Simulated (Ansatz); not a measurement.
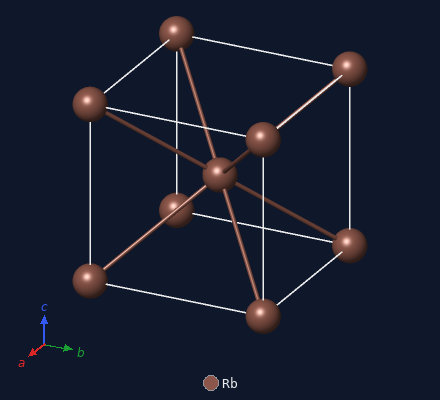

The structure, seen along [211]; the drawing may span several cells.

Structure (in its standard cell), the input geometry of an electronic-structure calculation (not necessarily at equilibrium):

```
CELL_PARAMETERS angstrom
5.59000 0.00000 0.00000
0.00000 5.59000 0.00000
0.00000 0.00000 5.59000
ATOMIC_POSITIONS crystal
Rb 0.00000 0.00000 0.00000
Rb 0.50000 0.50000 0.50000
```

Question: What does the kinematic electron diffraction pattern along [211] look like at 200 kV (B = 0.8 Å²)?

Answer: The spots form a rectangular net whose two shortest vectors correspond to d = 3.95 Å and 1.61 Å, 90.0° apart. They are 0 -1 1 and -2 2 2. The pattern has symmetry 2mm. The lattice centring (I) removes all reflections that break h + k + l = 2n.

Strongest reflections with d > 0.80 Å, one of each family (|F|² from tabulated Gaussian fits of the electron scattering factors, times a small damping for the curvature of the Ewald sphere):

| hkl | d (Å) | I (strongest = 100) |
| --- | --- | --- |
| 0 1 -1 | 3.953 | 100 |
| 0 2 -2 | 1.976 | 32 |
| 2 -2 -2 | 1.614 | 20 |
| 2 -1 -3 | 1.494 | 16 |
| 0 3 -3 | 1.318 | 12 |
| 2 0 -4 | 1.250 | 10 |

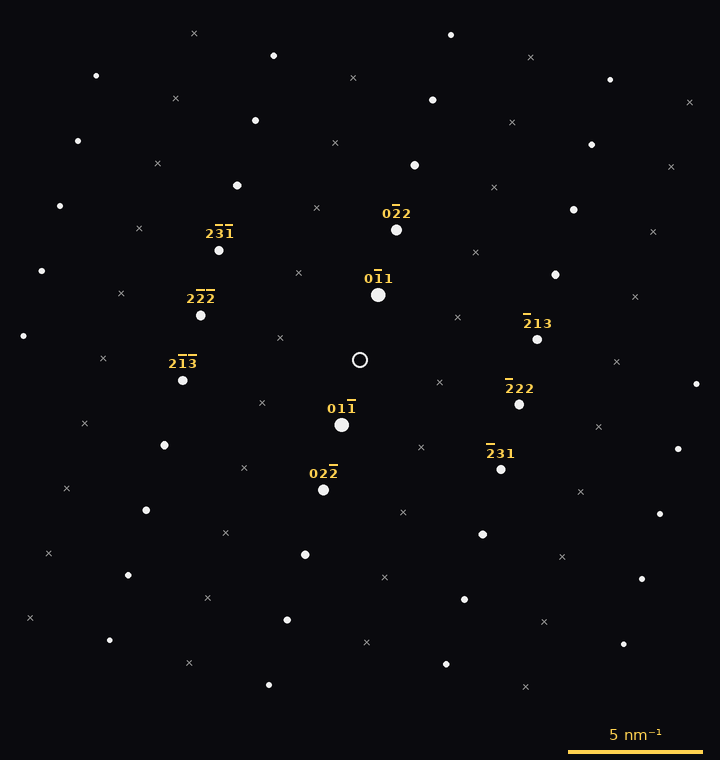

Calculated pattern, seen from the source side with [211] pointing towards the source; crosses mark the places of extinct reflections.
